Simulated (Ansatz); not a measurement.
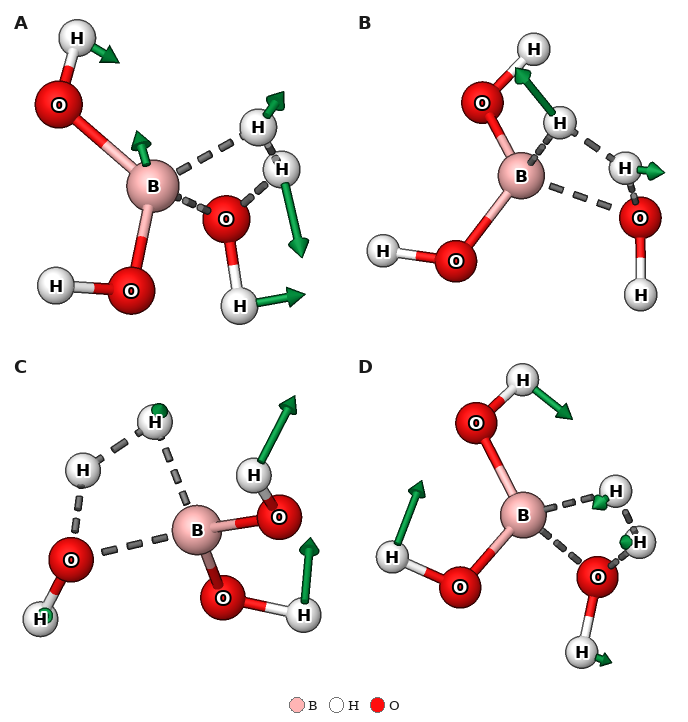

4 normal modes of one molecule or complex, as arrows. Broken sticks mark bonds that form or break. Harmonic vibrations computed with RKS PBE0-D4/def2-TZVP (Ansatz 0.2.0) at a stationary point of the same level. It is a saddle point of order 1.

Question: Match the panels to the wavenumbers 185 cm⁻¹, 1002 cm⁻¹, 1369 cm⁻¹, 1888 cm⁻¹.

Answer: A: 1369 cm⁻¹
B: 1888 cm⁻¹
C: 185 cm⁻¹
D: 1002 cm⁻¹
